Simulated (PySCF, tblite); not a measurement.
# C₅H₁₆O₂Si₂: geometry, infrared bands and NMR shifts

Wanted: the infrared bands and NMR shifts of C₅H₁₆O₂Si₂ (`CC(C)(C)CO[SiH2]O[SiH3]`), by calculation.

Computed with tblite 0.8.0 and PySCF 2.14.0, with density-fitted response routines of our own, on a single molecule in the gas phase. Atoms count from 0, in the outputs and in this text.

## 1. The molecule as given

25 atoms, charge 0, multiplicity 1; geometry from: force field or distance geometry start.

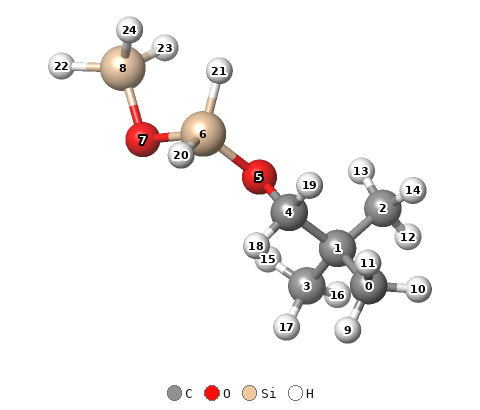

The starting geometry (carbon grey, oxygen red, silicon light orange, hydrogen white), atoms numbered.

## 2. Geometry optimisation with GFN2-xTB

The job: settings as JSON, then the geometry in Å.

```
{"job": {"kind": "relax", "xc": "GFN2-xTB", "basis": "xTB"}, "charge": 0, "multiplicity": 1}
C     -2.863800     0.218600     1.094600
C     -1.756200     0.121400     0.079600
C     -1.992400    -1.085600    -0.764200
C     -1.649800     1.345200    -0.812900
C     -0.459500     0.001000     0.914700
O      0.594900    -0.096500     0.012400
Si     2.132500    -0.228000     0.747200
O      3.192000     0.826400    -0.137700
Si     4.526800    -0.113900    -0.637800
H     -3.092700     1.260700     1.370000
H     -3.783800    -0.332700     0.728200
H     -2.603400    -0.316900     2.030900
H     -2.776200    -0.799800    -1.526200
H     -1.080900    -1.379400    -1.358800
H     -2.332900    -1.913600    -0.122200
H     -0.579900     1.432300    -1.120900
H     -2.267700     1.221400    -1.696100
H     -1.863700     2.280600    -0.267500
H     -0.341200     0.962300     1.451800
H     -0.504800    -0.865800     1.607400
H      2.170400     0.245900     2.143600
H      2.687000    -1.566800     0.658200
H      5.675800     0.733800    -1.039500
H      4.106600    -0.871500    -1.841600
H      4.852100    -1.054700     0.414600
```

Command:

```
$ OMP_NUM_THREADS=1 python probes_run.py task.json out
```

The driver reads the jobs from task.json and runs them one after another.

**Question.** This job is followed by: GFN2-xTB harmonic vibrations, gas phase; GIAO PBE0/pcSseg-1 NMR shielding, non-relativistic, gas phase. Predict these results of the whole session: strongest single infrared mode (GFN2-xTB); zero-point energy (GFN2-xTB); 13C shifts against TMS (PBE0/pcSseg-1, means over atoms taken as alike); 1H shifts against TMS (PBE0/pcSseg-1, means over atoms taken as alike); 17O shifts against H2O (PBE0/pcSseg-1); 29Si shifts against TMS (PBE0/pcSseg-1); surface potential, least and greatest.

The runs gave:

| quantity | value |
| --- | --- |
| strongest single infrared mode (GFN2-xTB) | 1129 cm⁻¹, 931 km/mol |
| zero-point energy (GFN2-xTB) | 124.0 kcal/mol |
| 13C shifts against TMS (PBE0/pcSseg-1, means over atoms taken as alike) | 72.8, 35.6, 27.3 ppm |
| 1H shifts against TMS (PBE0/pcSseg-1, means over atoms taken as alike) | 5.20, 4.94, 3.53, 1.01 ppm |
| 17O shifts against H2O (PBE0/pcSseg-1) | 44.4, 26.3 ppm |
| 29Si shifts against TMS (PBE0/pcSseg-1) | -41.8, -46.0 ppm |
| surface potential, least and greatest | -1.08 V and 1.23 V |

What this shows: The optimisation took 134 steps and gained 1.532 eV; among the close pairs (by a distance rule), Si6–O7 changed most, from 1.737 to 1.610 Å. The lowest mode is imaginary (20i cm⁻¹), so the xTB geometry is not a minimum. The strongest single mode, at 1129 cm⁻¹, moves mainly O7. GFN2-xTB is a fitted tight-binding method: band positions and strengths are rough. Its intensities can rank the bands wrongly. At PBE0/pcSseg-1: Shielding is most anisotropic at O7 (span 116 ppm, paramagnetic term -87 ppm).
